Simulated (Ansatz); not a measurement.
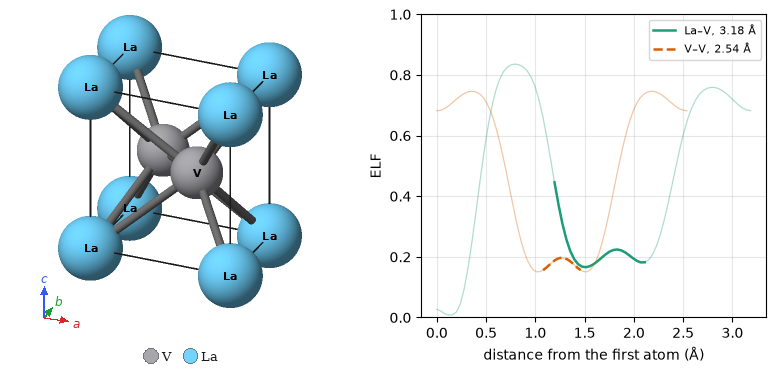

Figure 1: LaV₂. ELF along straight lines between neighbouring atoms. Thin, pale parts lie inside the atomic spheres. The structure is drawn too.

Space group P6/mmm; built by placing these elements on a known structure type; computed pressure about 9 GPa in this cell; site moments V: +2.4 μB and −2.4 μB in one cell of 3 atoms (antiferromagnetic in this solution, which needn't be the ground state, with every nearest magnetic neighbour opposed); spin-polarised.

All numbers below come from DFT, PAW plane waves, HSE06 (Ansatz 0.2.0).

Core electrons are frozen (PAW), and the valence fields are smoothed inside the atomic spheres.

```
CELL_PARAMETERS angstrom
4.39518 0.00000 0.00000
-2.19759 3.80634 0.00000
0.00000 0.00000 3.85008
ATOMIC_POSITIONS crystal
V 0.33330 0.66670 0.50000
V 0.66660 0.33330 0.50000
La 0.00000 0.00000 0.00000
```

### What can be read from the curves?

La–V (3.18 Å): the ELF is about 0.20 at the midpoint: no shared electron pair shows on this line.
V–V (2.54 Å): the ELF is about 0.20 at the midpoint (no localised pair shows between them).
